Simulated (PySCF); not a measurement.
# GeNCl: relaxation and vibrations of the singlet

The task is one start of a wider search on GeNCl: the singlet, from a bent start. It is relaxed, tested by its Hessian and followed downhill if it is a saddle.

Method: PBE0, basis Ge def2-TZVP, N def2-TZVP, Cl def2-TZVP, no relativity, density fitting; program: PySCF 2.14.0.

### 1 The system as given

3 atoms, charge 0, spin multiplicity 1.

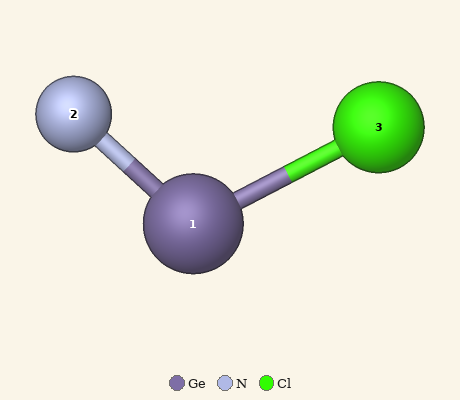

Start geometry, drawn with germanium purple, nitrogen light blue, chlorine green; atoms are numbered from 1 in the order of the file.

Z-matrix (Å, degrees; charge 0 multiplicity 1):
```
Ge
N  1 1.7100
Cl 1 2.2000 2 110.00
```

### 2 Relaxing the singlet from the bent start

The steps below are one call of a driver around PySCF. For each, scf.py gives the equivalent set-up of the SCF; relaxations use the driver's own optimiser. Before each start the driver seeks the lowest SCF state from one or more starting densities and follows internal instabilities, so scf.py alone need not reach the same state.

The program finds Cs symmetry in the start, which this walk keeps.

Input file scf.py:

```python
from pyscf import gto, scf, dft
mol = gto.M(atom='''
Ge    -0.353179     0.000000    -0.470827
N     -1.753879     0.000000     0.509973
Cl     1.448921     0.000000     0.791073''',
    basis={'Ge': 'def2-TZVP', 'N': 'def2-TZVP', 'Cl': 'def2-TZVP'},
    charge=0, spin=0)
mf = dft.RKS(mol, xc='PBE0')
mf.grids.atom_grid = (50, 194)
aux = {'Ge': 'def2-universal-JKFIT', 'N': 'def2-universal-JKFIT', 'Cl': 'def2-universal-JKFIT'}
mf = mf.density_fit(auxbasis=aux)
mf.kernel()
```

Steps of the walk:

| step | energy (Eh) | change (kJ/mol) | largest symmetric gradient (Eh/bohr) |
| --- | --- | --- | --- |
| 0 | -2591.399965 | 0.00 | 0.02297 |
| 1 | -2591.405461 | -14.43 | 0.02315 |
| 2 | -2591.413308 | -35.03 | 0.05655 |
| 3 | -2591.418083 | -47.57 | 0.02908 |
| 4 | -2591.422136 | -58.21 | 0.01385 |
| 5 | -2591.423086 | -60.71 | 0.01364 |
| 6 | -2591.423317 | -61.31 | 0.01694 |
| 7 | -2591.423660 | -62.21 | 0.00087 |
| 8 | -2591.423695 | -62.30 | 0.00070 |
| 9 | -2591.423703 | -62.33 | 0.00052 |
| 10 | -2591.423704 | -62.33 | 0.00007 |

The walk took 15 s on 4 threads, shared host.

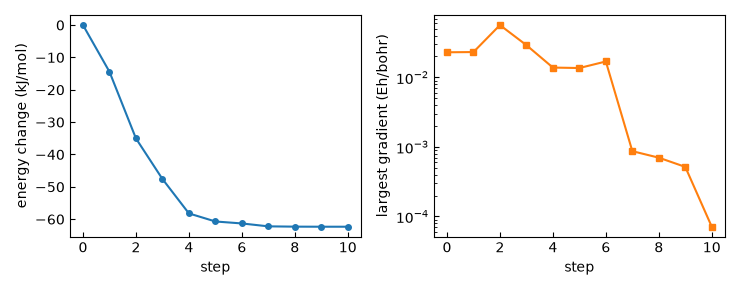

How energy and gradient fall.

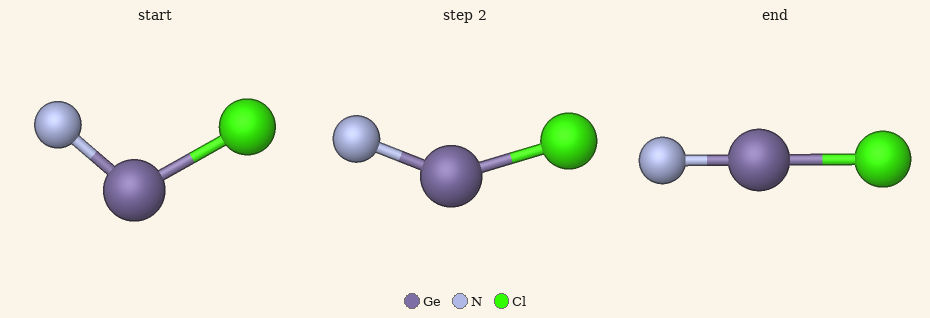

The geometry along the walk, at one scale.

It settles in C∞v symmetry, 62.3 kJ/mol below the start, after 10 steps: Ge–Cl 2.103 Å, Ge–N 1.637 Å; Cl–Ge–N 179.9°.

### 3 Frequencies

On the finer grid the gradient is checked again; gradients at displacements of ±0.01 bohr then give force constants and infrared intensities.

Changes to scf.py since step 2:

```diff
@@ -3,3 +3,3 @@
-Ge    -0.353179     0.000000    -0.470827
-N     -1.753879     0.000000     0.509973
-Cl     1.448921     0.000000     0.791073''',
+Ge    -0.409658     0.000000    -0.043117
+N     -2.037519     0.000000    -0.214454
+Cl     1.681894    -0.000000     0.177023''',
@@ -9 +9 @@
-mf.grids.atom_grid = (50, 194)
+mf.grids.atom_grid = (75, 302)
```

This SCF starts from the last density.

Log of the central SCF (cycles and frontier levels):

```text
init E= -2591.42364660489
  HOMO = -0.286589933465638  LUMO = -0.122630789874393  gap/eV = 4.46156
cycle= 1 E= -2591.42364660486  delta_E= 3.64e-11  |g|= 1.2e-05  |ddm|= 1.04e-05
  HOMO = -0.286586559228861  LUMO = -0.122629809077171  gap/eV = 4.46149
cycle= 2 E= -2591.42364660424  delta_E= 6.14e-10  |g|= 5.08e-05  |ddm|= 4.12e-05
  HOMO = -0.286589203850061  LUMO = -0.122630568729843  gap/eV = 4.46154
cycle= 3 E= -2591.4236466049  delta_E= -6.56e-10  |g|= 1.83e-06  |ddm|= 3.31e-05
  HOMO = -0.286589266602831  LUMO = -0.122630597096457  gap/eV = 4.46154
cycle= 4 E= -2591.4236466049  delta_E= -4.55e-13  |g|= 1.66e-07  |ddm|= 1.05e-06
  HOMO = -0.28658924624878  LUMO = -0.122630586276792  gap/eV = 4.46154
Extra cycle  E= -2591.42364660489  delta_E= 1.14e-11  |g|= 1.88e-07  |ddm|= 3.35e-07
converged SCF energy = -2591.42364660489
```

The whole step took 17 s.

Geometry: C∞v; Ge–Cl 2.103 Å, Ge–N 1.637 Å; Cl–Ge–N 180.0°.

Modes, for the most abundant isotopes:

| symmetry | ω (cm⁻¹) | IR (km/mol) |
| --- | --- | --- |
| π | 101 | 20.6 |
| σ+ | 435 | 41.9 |
| σ+ | 1043 | 10.1 |

Every mode is real; the point is a minimum.

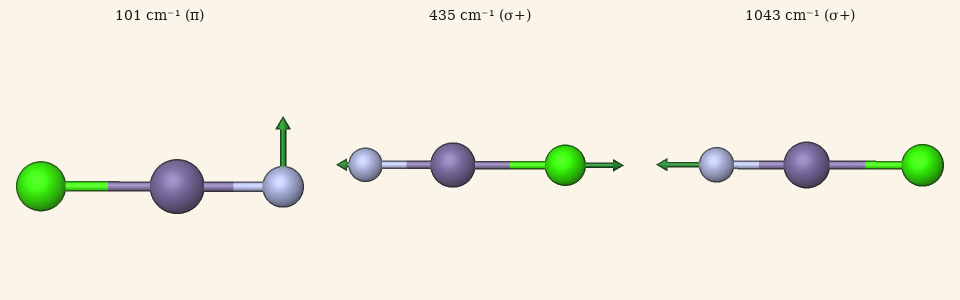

Displacements of 3 of the modes, as arrows (one member where a mode is degenerate).

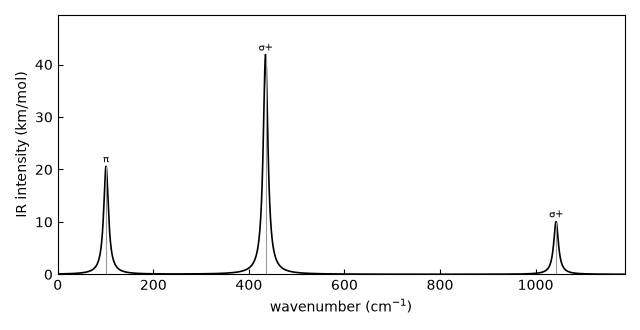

The harmonic infrared spectrum (widths in cm⁻¹). Lines are broadened to a width of 12 cm⁻¹ (Lorentzian).

Properties at this point:

```
Dipole moment                                                   : 3.55 D
Highest occupied level                                          : -7.80 eV
Lowest empty level                                              : -3.34 eV
Rotational constants                                            : 0.09839 cm⁻¹
Zero-point energy                                               : 10.0 kJ/mol
Principal polarisabilities                                      : 34.9, 34.9, 77.0 bohr³
Atomisation energy without zero-point energy                    : 597 kJ/mol
Principal traceless quadrupole moments about the centre of mass : -8.10, 4.05, 4.05 D Å
Entropy at 298.15 K and 1 bar                                   : 273.4 J/(mol K)
Heat capacity Cp at 298.15 K                                    : 52.6 J/(mol K)
Enthalpy at 298.15 K above 0 K                                  : 13.33 kJ/mol
Rotational symmetry number                                      : 1
```

Populations by atom (charges in e):

```json
{"atom": "Ge1", "Mulliken": "0.61", "Löwdin": "0.17", "polar tensor": "0.65", "Mayer order to Ge1": "–"}
{"atom": "N2", "Mulliken": "-0.47", "Löwdin": "-0.37", "polar tensor": "-0.32", "Mayer order to Ge1": "2.77"}
{"atom": "Cl3", "Mulliken": "-0.14", "Löwdin": "0.20", "polar tensor": "-0.33", "Mayer order to Ge1": "1.14"}
```

Outer orbital energies (eV). occupied: -24.57, -21.45, -14.46, -11.14, -11.14, -9.85, -7.80, -7.80; empty: -3.34, -1.59, -1.59, 3.45.

Mulliken populations on Ge1: s 7.22, p 13.89, d 10.22, f 0.07.

### 4 Outcome

| quantity | value |
| --- | --- |
| minimum | singlet, C∞v |
| geometry | Ge–Cl 2.103 Å, Ge–N 1.637 Å; Cl–Ge–N 180.0° |
| wavenumbers (cm⁻¹) | 101 (π), 435 (σ+), 1043 (σ+) |
| dipole moment | 3.55 D |
| highest occupied, lowest empty level | -7.80, -3.34 eV |
| polar-tensor charge of Ge1 | +0.65 e |
| zero-point energy | 10.0 kJ/mol |
| entropy at 298.15 K | 273.4 J/(mol K) |
| atomisation energy (no zero-point energy) | 597 kJ/mol |

In words: From Cs at the start the molecule goes to a C∞v minimum. In the infrared the band at 435 cm⁻¹ (σ+, stretch) leads. Only this shape and spin were tried, so other structures or states may lie lower.

The search up to here took 34 s.
